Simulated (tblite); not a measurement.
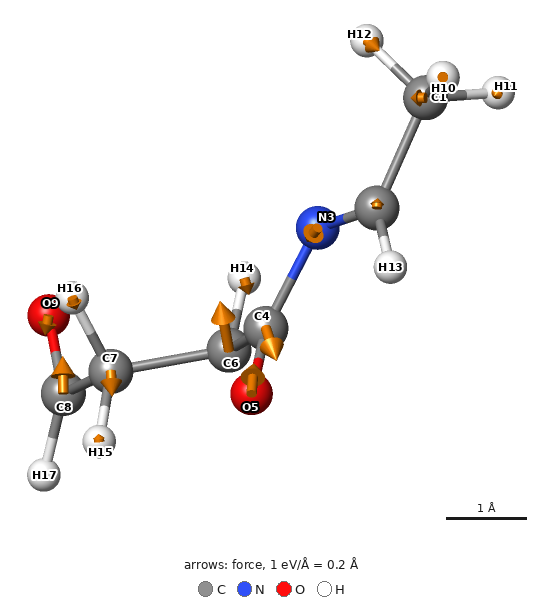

Starting geometry of C6H8NO2 (multiplicity 2) with the computed forces as orange arrows. The picture is a ball-and-stick view, seen from a free direction.

Level of theory: GFN2-xTB geometry optimisation, gas phase in tblite. 

What follows when this structure is relaxed?

Answer. It isn't relaxed: the largest force vector, on a C atom, is 3.60 eV/Å. The final displacements have little in common with the starting forces (cosine between the two patterns 0.11). The energy falls by 1.311 eV in 147 geometry steps. The atom that moves furthest after the best rigid fit is an O atom (2.11 Å). Largest moves by element: O 2.11 Å, H 1.63 Å, C 1.46 Å, N 0.64 Å. Near-neighbour distances that change, for instance: C–C 1.499 → 1.424 Å, C–H 1.131 → 1.086 Å, C–N 1.433 → 1.390 Å, C–H 1.114 → 1.077 Å. Bond angles that change, for instance: C–C–C 106.2° → 119.1°, C–C–O 115.6° → 126.8°, C–C–H 109.1° → 119.7°. Groups turn about C–C by about 70°, C–N by about 40°, C–C by about 35°.
